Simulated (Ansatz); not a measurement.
# quartet CH5Ge: levels of theory compared

We compute a comparison of 5 runs (UHF/STO-3G, UB3LYP/6-31G*, U-wB97X/def2-TZVP, UBHLYP/def2-TZVP, UBLYP/def2-TZVP) of quartet CH5Ge. 

Program for the calculation: Ansatz 0.2.0.

36 further runs of the same task are left out: 36 set aside as unsound or not needed.

### Step 1. The system as given

The species is CH5Ge (7 atoms), meant as a quartet with charge 0. As SMILES of the parent species, `[CH3][GeH2]`. The coordinates come from a PBE0-D4/def2-TZVP relaxation. That shape belongs to the parent species and isn't relaxed for this state.

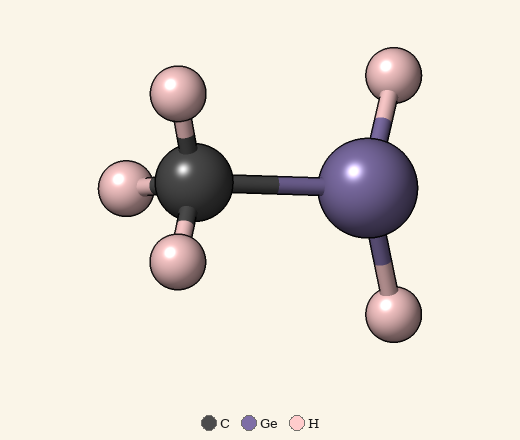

The structure, seen from a chosen angle (carbon dark grey, germanium purple, hydrogen pink).

### Step 2. A single-point energy at UHF/STO-3G (run 1)

File job.yaml:

```yaml
basis:
  gaussian:
    orbitals: STO-3G
crystal:
  periodic: [false, false, false]
  atoms:
    - {symbol: C, position_ang: [-0.247600, -0.809300, -0.206400]}
    - {symbol: Ge, position_ang: [0.396000, 0.824800, 0.663000]}
    - {symbol: H, position_ang: [-1.153200, -1.166400, 0.283800]}
    - {symbol: H, position_ang: [0.513100, -1.588100, -0.157000]}
    - {symbol: H, position_ang: [-0.473200, -0.603400, -1.255600]}
    - {symbol: H, position_ang: [-0.673100, 1.940800, 0.621200]}
    - {symbol: H, position_ang: [1.699200, 1.333700, 0.005300]}
total_charge: 0
magnetization:
  spin_polarized: true
  initial_magnetization: 3
hamiltonian:
  xc: hf
accuracy: high
output: {orbitals: {seedname: orbitals}}
```

Launch:

```bash
$ ansatz run job.yaml --threads 1 --pin off --max-ram 3480MiB --events-out events.jsonl --progress --plain --runs-dir runs
```

The program printed:

```text
Warning: RAYON_NUM_THREADS=1 ignored (pool sized by the plan → 1); use --threads N
Functional definition: HF
  name "HF"
  exchange = exact_x
  correlation = 0
424 factors; integrals over basis functions are off by at most 3.1e-9 eV
mean field evaluation 1: about -56913.7714 eV, gradient 8.7e0 eV
mean field evaluation 2: about -56913.8901 eV, gradient 8.7e0 eV
mean field evaluation 4: about -56915.4785 eV, gradient 2.5e0 eV
mean field evaluation 8: about -56915.9725 eV, gradient 8.0e-2 eV
mean field evaluation 16: about -56915.9675 eV, gradient 2.1e-8 eV
mean field -56915.96749463 eV, -2091.6232263993 hartree, gradient 2.1e-8 eV, S^2 3.762607; 0 other end points of the search recorded, 0 dependent functions left out
reference -56915.96749463 eV, -2091.6232263993 hartree; 23, 20 occupied and 5, 8 virtual orbitals, 424 factors
Total energy: -56915.96749463 eV, -2091.6232263993 hartree
```

Run time: 0.3 s. Hardware: 1 thread of Arm Neoverse V2, shared host.

### Step 3. The energy at UB3LYP/6-31G(d) (Cartesian functions) (run 2)

File run.yaml:

```yaml
crystal:
  periodic: [false, false, false]
  atoms:
    - {symbol: C, position_ang: [-0.247600, -0.809300, -0.206400]}
    - {symbol: Ge, position_ang: [0.396000, 0.824800, 0.663000]}
    - {symbol: H, position_ang: [-1.153200, -1.166400, 0.283800]}
    - {symbol: H, position_ang: [0.513100, -1.588100, -0.157000]}
    - {symbol: H, position_ang: [-0.473200, -0.603400, -1.255600]}
    - {symbol: H, position_ang: [-0.673100, 1.940800, 0.621200]}
    - {symbol: H, position_ang: [1.699200, 1.333700, 0.005300]}
basis:
  gaussian: {orbitals: "6-31G*"}
magnetization: {spin_polarized: true, initial_magnetization: 3}
hamiltonian: {xc: {name: B3LYP}}
accuracy: high
output: {orbitals: {seedname: orbitals}}
```

Launch:

```bash
$ ansatz run run.yaml --threads 1 --pin off --max-ram 3480MiB --events-out events.jsonl --progress --plain --runs-dir runs
```

The program printed:

```text
Warning: RAYON_NUM_THREADS=1 ignored (pool sized by the plan → 1); use --threads N
Functional definition: B3LYP
  name "B3LYP"
  parameter a0 = 0.2
  parameter ax = 0.72
  parameter ac = 0.81
  exchange = (1 - a0 - ax)*slater_x + ax*b88_x + a0*exact_x
  correlation = (1 - ac)*vwn_rpa_c + ac*lyp_c
1255 factors; integrals over basis functions are off by at most 4.6e-9 eV
mean field evaluation 1: about -57614.2162 eV, gradient 3.6e1 eV
mean field evaluation 2: about -57593.0494 eV, gradient 6.1e1 eV
mean field evaluation 4: about -57619.7375 eV, gradient 1.4e1 eV
mean field evaluation 8: about -57621.3215 eV, gradient 5.9e-1 eV
mean field evaluation 16: about -57621.4331 eV, gradient 4.2e-3 eV
mean field evaluation 32: about -57621.4331 eV, gradient 4.4e-7 eV
mean field -57621.43310076 eV, -2117.5486092427 hartree, gradient 7.2e-8 eV, S^2 3.752967; 4 other end points of the search recorded, 0 dependent functions left out
reference -57621.43313885 eV, -2117.5486106425 hartree; 23, 20 occupied and 37, 40 virtual orbitals, 1255 factors
Total energy: -57621.43313885 eV, -2117.5486106425 hartree
```

Run time: 9.9 s. Hardware: 1 thread of Arm Neoverse V2, shared host; peak memory 0.24 GiB.

### Step 4. A single-point energy at U-wB97X/def2-TZVP (run 3)

Changes to job.yaml since step 2:

```diff
@@ -1,4 +1 @@
-basis:
-  gaussian:
-    orbitals: STO-3G
 crystal:
@@ -13,3 +10,5 @@
     - {symbol: H, position_ang: [1.699200, 1.333700, 0.005300]}
-total_charge: 0
+basis:
+  gaussian:
+    orbitals: def2-TZVP
 magnetization:
@@ -18,3 +17,3 @@
 hamiltonian:
-  xc: hf
+  xc: {name: wB97X}
 accuracy: high
```

Launch:

```bash
$ ansatz run job.yaml --threads 1 --pin off --max-ram 3480MiB --events-out events.jsonl --progress --plain --runs-dir runs
```

The program printed (excerpt; [...] marks lines left out):

```text
Warning: RAYON_NUM_THREADS=1 ignored (pool sized by the plan → 1); use --threads N
Functional definition: wB97X
  name "wB97X"
[...]
      + exact_x_lr(omega)
[...]
      + integral(e_c_pw_opposite_spin*poly(b97_u_opposite, 1, cos1, cos2, cos3, cos4))
1947 factors; integrals over basis functions are off by at most 4.7e-9 eV
334 factors; integrals over basis functions are off by at most 2.2e-9 eV
[...]
mean field -57628.56305240 eV, -2117.8106301328 hartree, gradient 2.6e-8 eV, S^2 3.756059; 6 other end points of the search recorded, 0 dependent functions left out
reference -57628.56305150 eV, -2117.8106300996 hartree; 23, 20 occupied and 86, 89 virtual orbitals, 1947 factors
Total energy: -57628.56305150 eV, -2117.8106300996 hartree
```

Wall time 80 s (1 thread of Arm Neoverse V2, shared host); peak memory 0.79 GiB.

Run 4 isn't shown in full; the table further down has it.

### Step 5. The energy at UBLYP/def2-TZVP (run 5)

File molecule.yaml:

```yaml
crystal:
  periodic: [false, false, false]
  atoms:
    - {symbol: C, position_ang: [-0.247600, -0.809300, -0.206400]}
    - {symbol: Ge, position_ang: [0.396000, 0.824800, 0.663000]}
    - {symbol: H, position_ang: [-1.153200, -1.166400, 0.283800]}
    - {symbol: H, position_ang: [0.513100, -1.588100, -0.157000]}
    - {symbol: H, position_ang: [-0.473200, -0.603400, -1.255600]}
    - {symbol: H, position_ang: [-0.673100, 1.940800, 0.621200]}
    - {symbol: H, position_ang: [1.699200, 1.333700, 0.005300]}
basis:
  gaussian: {orbitals: def2-TZVP}
magnetization: {spin_polarized: true, initial_magnetization: 3}
hamiltonian: {xc: {name: BLYP}}
accuracy: high
output: {orbitals: {seedname: orbitals}}
```

Launch:

```bash
$ ansatz run molecule.yaml --threads 1 --pin off --max-ram 3480MiB --events-out events.jsonl --progress --plain --runs-dir runs
```

The program printed:

```text
Warning: RAYON_NUM_THREADS=1 ignored (pool sized by the plan → 1); use --threads N
Functional definition: BLYP
  name "BLYP"
  parameter beta = 0.0042
  parameter a = 0.04918
  parameter b = 0.132
  parameter c = 0.2533
  parameter d = 0.349
  exchange = b88_x(beta = beta)
  correlation = lyp_c(a = a, b = b, c = c, d = d)
1947 factors; integrals over basis functions are off by at most 4.7e-9 eV
mean field evaluation 1: about -57615.8466 eV, gradient 5.3e1 eV
mean field evaluation 2: about -57548.1886 eV, gradient 9.7e1 eV
mean field evaluation 4: about -57623.5014 eV, gradient 2.4e1 eV
mean field evaluation 8: about -57628.9319 eV, gradient 4.2e0 eV
mean field evaluation 16: about -57629.1368 eV, gradient 3.5e-2 eV
mean field evaluation 32: about -57629.1368 eV, gradient 2.1e-7 eV
mean field evaluation 64: about -57628.7231 eV, gradient 1.6e0 eV
mean field -57629.13684362 eV, -2117.8317165709 hartree, gradient 3.6e-9 eV, S^2 3.752542; 8 other end points of the search recorded, 0 dependent functions left out
reference -57629.13689471 eV, -2117.8317184488 hartree; 23, 20 occupied and 86, 89 virtual orbitals, 1947 factors
Total energy: -57629.13689471 eV, -2117.8317184488 hartree
```

Run time: 30 s. Hardware: 1 thread of Arm Neoverse V2, shared host; peak memory 0.33 GiB.

### Step 6. Overview of the runs

| run | level | Cartesian functions | energy (Eh) | ⟨S²⟩ | wall time |
| --- | --- | --- | --- | --- | --- |
| 1 | UHF/STO-3G | no | -2091.623226 | 3.763 | 0.3 s |
| 2 | UB3LYP/6-31G* (Cartesian functions) | yes | -2117.548611 | 3.753 | 9.9 s |
| 3 | U-wB97X/def2-TZVP | no | -2117.810630 | 3.756 | 80 s |
| 4 | UBHLYP/def2-TZVP | no | -2117.744289 | 3.756 | 51 s |
| 5 | UBLYP/def2-TZVP | no | -2117.831718 | 3.753 | 30 s |

### Step 7. What came out

| quantity | value |
| --- | --- |
| run 5: total energy | -2117.83172 Eh |
| run 5: HOMO energy (highest over α and β) | -0.92 eV |
| run 5: ⟨S²⟩ | 3.753 |

What this shows: Totals of different functionals can't be ranked against each other. In run 1 the basis is minimal, so the values are rough. All runs together took 2.8 min, the longest 80 s.
